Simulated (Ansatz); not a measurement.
Input

```
crystal:
  periodic: [false, false, false]
  atoms:
    - {symbol: C, position_ang: [-2.393156, -1.375217, 0.737752]}
    - {symbol: Si, position_ang: [-1.689077, 0.313952, 0.320941]}
    - {symbol: C, position_ang: [-2.644184, 0.924378, -1.175657]}
    - {symbol: C, position_ang: [-2.103992, 1.555055, 1.665098]}
    - {symbol: N, position_ang: [0.036657, 0.199393, 0.031316]}
    - {symbol: Si, position_ang: [0.631174, 0.196871, -1.618490]}
    - {symbol: C, position_ang: [0.225897, 1.789265, -2.523650]}
    - {symbol: C, position_ang: [2.501717, 0.075573, -1.723048]}
    - {symbol: C, position_ang: [-0.043389, -1.285562, -2.551191]}
    - {symbol: Si, position_ang: [1.087512, -0.351751, 1.322557]}
    - {symbol: C, position_ang: [2.618277, 0.717989, 1.500502]}
    - {symbol: C, position_ang: [1.560864, -2.148046, 1.054440]}
    - {symbol: C, position_ang: [0.275068, -0.270543, 3.013194]}
    - {symbol: H, position_ang: [-2.276981, -2.048966, -0.116048]}
    - {symbol: H, position_ang: [-3.461260, -1.303149, 0.962942]}
    - {symbol: H, position_ang: [-1.904259, -1.843639, 1.594049]}
    - {symbol: H, position_ang: [-2.479246, 0.357832, -2.092506]}
    - {symbol: H, position_ang: [-3.705355, 0.831018, -0.922396]}
    - {symbol: H, position_ang: [-2.450781, 1.978858, -1.380866]}
    - {symbol: H, position_ang: [-1.934519, 1.189422, 2.676886]}
    - {symbol: H, position_ang: [-3.161925, 1.821878, 1.581976]}
    - {symbol: H, position_ang: [-1.521791, 2.470967, 1.531743]}
    - {symbol: H, position_ang: [0.423992, 2.653429, -1.883649]}
    - {symbol: H, position_ang: [0.877677, 1.870908, -3.398771]}
    - {symbol: H, position_ang: [-0.803895, 1.853876, -2.872183]}
    - {symbol: H, position_ang: [2.941363, -0.768335, -1.190803]}
    - {symbol: H, position_ang: [2.989360, 0.991081, -1.383178]}
    - {symbol: H, position_ang: [2.743289, -0.047728, -2.783883]}
    - {symbol: H, position_ang: [-1.134146, -1.329841, -2.552672]}
    - {symbol: H, position_ang: [0.290267, -1.270793, -3.592913]}
    - {symbol: H, position_ang: [0.322504, -2.210696, -2.096622]}
    - {symbol: H, position_ang: [3.055372, 0.543610, 2.488358]}
    - {symbol: H, position_ang: [2.353022, 1.777049, 1.439952]}
    - {symbol: H, position_ang: [3.390007, 0.518384, 0.758419]}
    - {symbol: H, position_ang: [0.669062, -2.779743, 1.100096]}
    - {symbol: H, position_ang: [2.249803, -2.486321, 1.833965]}
    - {symbol: H, position_ang: [2.039076, -2.325060, 0.089199]}
    - {symbol: H, position_ang: [0.141128, 0.758351, 3.352191]}
    - {symbol: H, position_ang: [0.966176, -0.755812, 3.710206]}
    - {symbol: H, position_ang: [-0.681337, -0.787966, 3.092760]}
basis:
  gaussian: {orbitals: def2-TZVPP}
hamiltonian: {xc: pbe0, dispersion: d4}
output: {orbitals: {seedname: orbitals}}
```

Run with:

```sh
ansatz run in.yaml --threads 11 --pin off --events-out ev --progress --plain --max-ram 174080MiB --backend cuda --devices 0, --max-vram 75GiB
```

Geometry: PBE0-D4/def2-TZVP.

The calculation used RKS PBE0-D4/def2-TZVPP in Ansatz 0.2.0.

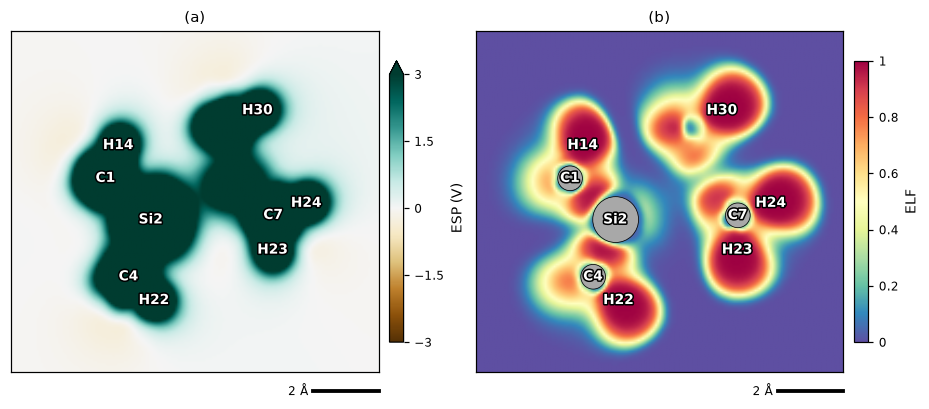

C9H27NSi3 (SMILES C[Si](C)(C)N([Si](C)(C)C)[Si](C)(C)C). (a) electrostatic potential; (b) ELF on the plane of atoms C1, Si2 and C4. Grey discs cover the atomic cores in the ELF map.

**What does the map show?**

The plane passes through C, Si and H nuclei. C–Si (1.88 Å): the ELF peaks at about 0.95 between the atoms; a shared electron pair. C–H (1.09 Å): the ELF climbs to about 1 towards the hydrogen, as it does in any bond to H (a covalent bond by its length). Outside the dense part of the molecule the potential is most negative (−0.3 V) near C4 and C7.
